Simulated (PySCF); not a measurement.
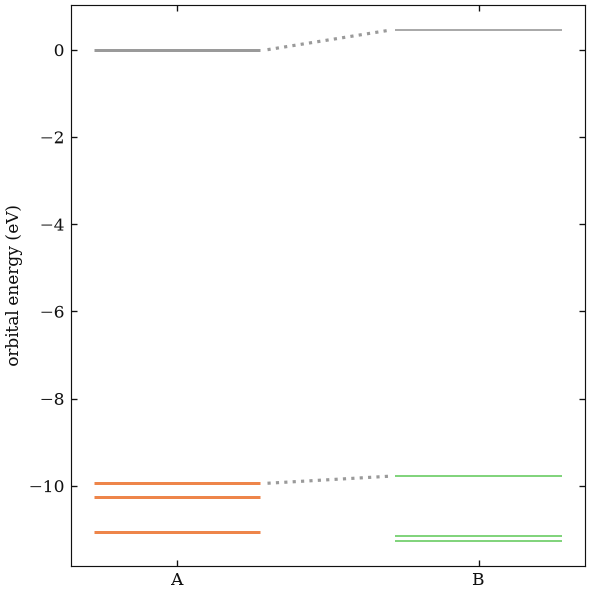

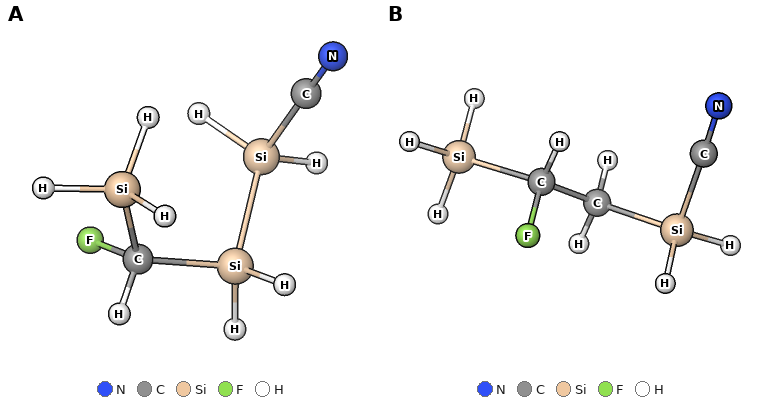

Related molecules: A is C₂H₈FNSi₃, SMILES N#C[SiH2][SiH2][C@H](F)[SiH3]; B is C₃H₈FNSi₂, SMILES N#C[SiH2]C[C@H](F)[SiH3]. Frontier orbital energies, CAM-B3LYP/def2-SVPD in PySCF 2.14.0, at a GFN2-xTB geometry (no frequency check); drawn are at most three filled levels and, in grey, the LUMO with any level within 0.03 eV of it; dotted lines join the HOMOs and the LUMOs.

Question: What does the change do to the frontier levels?

Answer: From A to B the HOMO rises by 0.16 eV and the LUMO rises by 0.44 eV, so the separation goes from 9.95 to 10.23 eV.

Caveats, for all or some of the runs: empty levels above zero depend strongly on the basis; one conformer of a flexible molecule; the tight-binding geometry is rougher than a DFT one and adds to the error.
